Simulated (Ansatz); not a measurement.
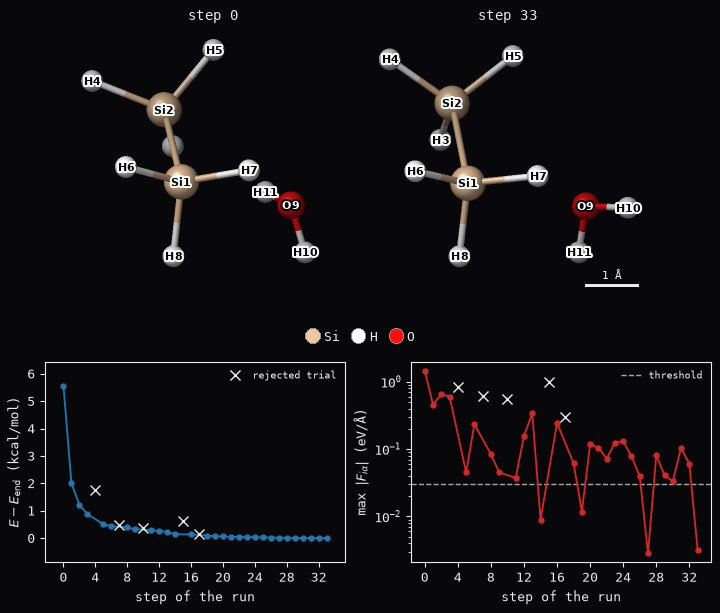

First and last geometry of a relaxation of Si$_{2}$H$_{8}$O, with the history of the run. The picture is a ball-and-stick view, seen from a free direction.

The run prepares an end point of a later path (reaction) calculation, from a guessed geometry.

Theory: Ansatz 0.2.0, RHF/6-31G*.

Input file:
```yaml
crystal:
  periodic: [false, false, false]
  atoms:
    - { symbol: Si, position_ang: [0.331374, -0.048292, 0.094587] }
    - { symbol: Si, position_ang: [0.180761, -0.02259, 2.352635] }
    - { symbol: H, position_ang: [-0.912671, -0.894443, 2.857651] }
    - { symbol: H, position_ang: [1.423801, -0.530322, 2.983297] }
    - { symbol: H, position_ang: [-0.067396, 1.3401, 2.877144] }
    - { symbol: H, position_ang: [1.77117, -0.138667, -0.263604] }
    - { symbol: H, position_ang: [-0.187789, 1.177704, -0.533679] }
    - { symbol: H, position_ang: [-0.316465, -1.244837, -0.485089] }
    - { symbol: O, position_ang: [-2.443858, 0.224031, 0.8389] }
    - { symbol: H, position_ang: [-3.067921, -0.263141, 0.316644] }
    - { symbol: H, position_ang: [-2.400607, -0.229244, 1.696814] }
basis:
  gaussian: { orbitals: "6-31G*" }
hamiltonian:
  xc: hf
relax:
  f_tol: 0.03
  max_steps: 50
output:
  orbitals: {}
```

Launched with:
```bash
ansatz run input.yaml --threads 1 --pin off --max-ram 2048MiB --backend cpu --events-out ev --progress --plain --runs-dir out
```

Read the history and describe the run.

Answer. It converged. Over 28 accepted moves (33 points after the start) the energy falls by 5.55 kcal/mol. Largest force component: 1.5 eV/Å at the start, 0.0032 eV/Å at the end. The line search rejected the trial steps at points 4, 7, 10, 15, 17 of the run. The forces were under the threshold at step 14, but the run went on from there. The atom that moves furthest after the best rigid fit is H11 (1.22 Å). Largest moves by element: H 1.22 Å, O 0.40 Å, Si 0.17 Å. Among the contacts that change: Si1–Si2 2.263 → 2.355 Å, O9–H11 0.971 → 0.948 Å, Si1–H7 1.472 → 1.479 Å, Si1–H6 1.486 → 1.482 Å. Bond angles that change, for instance: Si2–Si1–H6 107.8° → 110.6°, H3–Si2–H5 107.2° → 109.6°, H7–Si1–H8 110.6° → 108.5°. Cost: 42 s on 1 thread of Arm Neoverse V1, on a shared host, peak memory 0.12 GiB.

| step | E − E(0), kcal/mol | largest force component, eV/Å | note |
| --- | --- | --- | --- |
| 0 | 0.00 | 1.4505 |  |
| 1 | -3.54 | 0.4560 |  |
| 2 | -4.34 | 0.6525 |  |
| 3 | -4.67 | 0.6034 |  |
| 4 | -3.80 | 0.8461 | rejected |
| 5 | -5.04 | 0.0452 |  |
| 6 | -5.11 | 0.2344 |  |
| 7 | -5.08 | 0.6172 | rejected |
| 8 | -5.16 | 0.0839 |  |
| 9 | -5.22 | 0.0452 |  |
| 10 | -5.19 | 0.5596 | rejected |
| 11 | -5.26 | 0.0374 |  |
| 12 | -5.29 | 0.1581 |  |
| 14 | -5.41 | 0.0090 |  |
| 15 | -4.91 | 1.0073 | rejected |
| 16 | -5.41 | 0.2451 |  |
| 17 | -5.40 | 0.2969 | rejected |
| 18 | -5.46 | 0.0614 |  |
| 20 | -5.49 | 0.1181 |  |
| 21 | -5.50 | 0.1050 |  |
| 22 | -5.51 | 0.0723 |  |
| 23 | -5.51 | 0.1244 |  |
| 25 | -5.52 | 0.0782 |  |
| 26 | -5.53 | 0.0395 |  |
| 27 | -5.53 | 0.0028 |  |
| 28 | -5.54 | 0.0810 |  |
| 29 | -5.54 | 0.0411 |  |
| 31 | -5.55 | 0.1044 |  |
| 32 | -5.55 | 0.0606 |  |
| 33 | -5.55 | 0.0032 |  |

Limits of the set-up: Hartree-Fock leaves out electron correlation.
